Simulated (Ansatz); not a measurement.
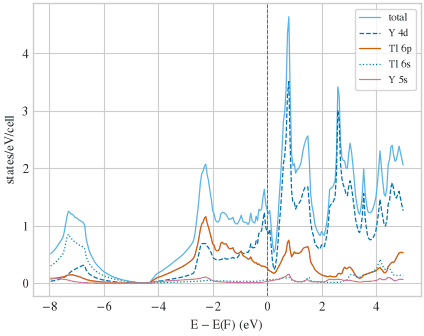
Fig. 1. Total and projected density of states of YTl (CsCl type, Pm-3m), r²SCAN (plane waves, PAW; program Ansatz)

### Question
Which orbitals carry the states next to the Fermi level?

### Answer
Within 0.5 eV of the Fermi level: Y 4d 67 %, Tl 6p 24 %. Projections are on Löwdin-orthogonalised atomic valence shells; empty p or d shells of many metals are not among them.

### Question
Where is the tallest occupied peak in this window, and what makes it?

### Answer
Near -2.2 eV, about 2.1 states/eV per cell; the largest projected share is Tl 6p.

The workflow started from a Materials Project entry (that database holds measured and hypothetical structures alike); the Crystallography Open Database files this formula in space group No. 221, but the cells were not matched. Whether it is the stable phase at ambient conditions was not checked. The r²SCAN relaxation kept the symmetry of its start; its stability against distortions is not shown here. The run is not spin-polarised. Spin–orbit coupling is left out wherever it is not named.

Potentials: the later of the program's two PAW sets.
